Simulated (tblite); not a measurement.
# C5H11BrGeO: the cost of one run

Computed with tblite 0.8.0 and PySCF 2.14.0, with density-fitted response routines of our own, on a single molecule in the gas phase. Atoms count from 0, in the outputs and in this text.

## 1. The starting structure

19 atoms, charge 0, multiplicity 1; geometry from: force field or distance geometry start.

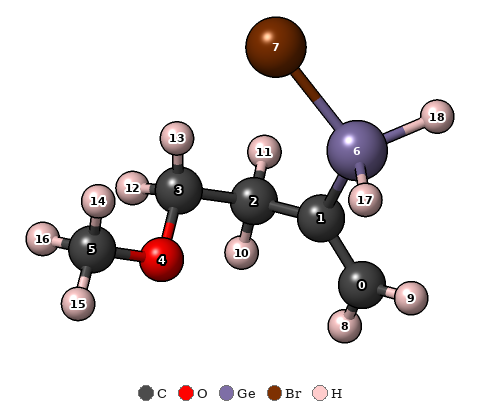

As it starts; carbon dark grey, oxygen red, germanium purple, bromine brown, hydrogen pink, atoms numbered.

## 2. Geometry optimisation with GFN2-xTB

What the job is given:

```
{"job": {"kind": "relax", "xc": "GFN2-xTB", "basis": "xTB"}, "charge": 0, "multiplicity": 1}
C      1.721700    -1.311000     1.275400
C      1.281500    -0.642800     0.171200
C      0.158000    -1.173800    -0.625400
C     -1.020500    -0.202000    -0.714700
O     -1.518300     0.057200     0.586500
C     -2.606500     0.950800     0.495700
Ge     2.222200     0.978500    -0.259500
Br     1.249400     2.165300    -1.977900
H      1.234100    -2.234100     1.580000
H      2.541800    -0.920800     1.868300
H     -0.274700    -2.078600    -0.105600
H      0.472900    -1.520900    -1.622900
H     -1.838100    -0.792900    -1.182100
H     -0.826400     0.681600    -1.308500
H     -2.286100     1.910300     0.037300
H     -3.007400     1.153600     1.521000
H     -3.443800     0.499400    -0.072700
H      2.261400     1.861500     1.036900
H      3.668900     0.628000    -0.710500
```

Launch:

```sh
OMP_NUM_THREADS=1 python probes_run.py task.json out
```

One launch serves the whole session: the jobs run in the order shown.

Q: Estimate the wall time of this first job on 1 thread of Arm Neoverse N1, shared host.

About 3.5 s.
